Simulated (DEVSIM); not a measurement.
System: Schottky contact on n-type GaN, at 300 K.

```tsv
layer (left to right)	material	thickness (μm)	Nd (cm⁻³)	τn (s)	τp (s)
1	GaN	1.90	2e15	5.3e-10	5.3e-10
```

Left contact: Schottky, work function 5.7 eV, emission velocity 8.3e6 cm/s. Right contact: ohmic. Voltage is applied to the left contact. Recombination: SRH at mid-gap, radiative, Auger. Mobility is constant in doping.

Constants are typed, rounded textbook-type inputs, not results; the design itself was drawn at random and stands for no fabricated device. Values at 300 K.

```csv
parameter,GaN
gap (eV),3.43
affinity (eV),4.1
permittivity,9.5
Nc (cm⁻³),2.3e18
Nv (cm⁻³),4.6e19
μn (cm²/Vs),1200
μp (cm²/Vs),100
B (cm³/s),1e-11
Cn (cm⁶/s),1e-30
Cp (cm⁶/s),1e-30
```

DEVSIM, 1D drift-diffusion, Boltzmann statistics, complete ionisation; no tunnelling, impact ionisation, image-force lowering or self-heating. Metal contacts follow the ideal Schottky-Mott rule: no Fermi-level pinning, no interface dipoles.

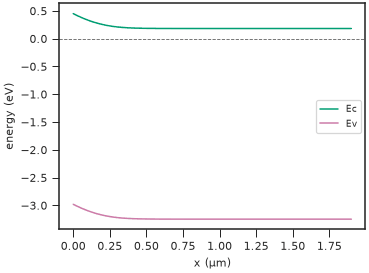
Figure: Band edges at 1.15 V on the left contact

Energies count from the Fermi level of the right contact; mesh points crowd at the junctions.

| x (μm) | Ec (eV) | Ev (eV) | n (cm⁻³) | p (cm⁻³) | field (V/cm) |
|---|---|---|---|---|---|
| 0.000 | 0.450 | -2.980 | 4.1e10 | < 1e2 | -14000 |
| 0.009233 | 0.438 | -2.992 | 7.9e10 | < 1e2 | -13000 |
| 0.02192 | 0.421 | -3.009 | 1.7e11 | < 1e2 | -13000 |
| 0.03937 | 0.399 | -3.030 | 4.2e11 | < 1e2 | -12000 |
| 0.07450 | 0.359 | -3.071 | 2.1e12 | < 1e2 | -11000 |
| 0.1116 | 0.322 | -3.108 | 8.9e12 | < 1e2 | -9300 |
| 0.1627 | 0.279 | -3.151 | 4.6e13 | < 1e2 | -7400 |
| 0.2655 | 0.222 | -3.208 | 4.3e14 | < 1e2 | -3900 |
| 0.3742 | 0.195 | -3.235 | 1.2e15 | < 1e2 | -1400 |
| 0.5236 | 0.184 | -3.246 | 1.8e15 | < 1e2 | -270 |
| 0.7289 | 0.182 | -3.248 | 2.0e15 | < 1e2 | -23 |
| 1.093 | 0.182 | -3.248 | 2.0e15 | < 1e2 | ≈ 0 |
| 1.320 | 0.182 | -3.248 | 2.0e15 | < 1e2 | ≈ 0 |
| 1.485 | 0.182 | -3.248 | 2.0e15 | < 1e2 | ≈ 0 |
| 1.641 | 0.182 | -3.248 | 2.0e15 | < 1e2 | ≈ 0 |
| 1.718 | 0.182 | -3.248 | 2.0e15 | < 1e2 | ≈ 0 |
| 1.774 | 0.182 | -3.248 | 2.0e15 | < 1e2 | ≈ 0 |
| 1.815 | 0.182 | -3.248 | 2.0e15 | < 1e2 | ≈ 0 |
| 1.854 | 0.182 | -3.248 | 2.0e15 | < 1e2 | ≈ 0 |
| 1.873 | 0.182 | -3.248 | 2.0e15 | < 1e2 | ≈ 0 |
| 1.887 | 0.182 | -3.248 | 2.0e15 | < 1e2 | ≈ 0 |
| 1.900 | 0.182 | -3.248 | 2.0e15 | < 1e2 | ≈ 0 |
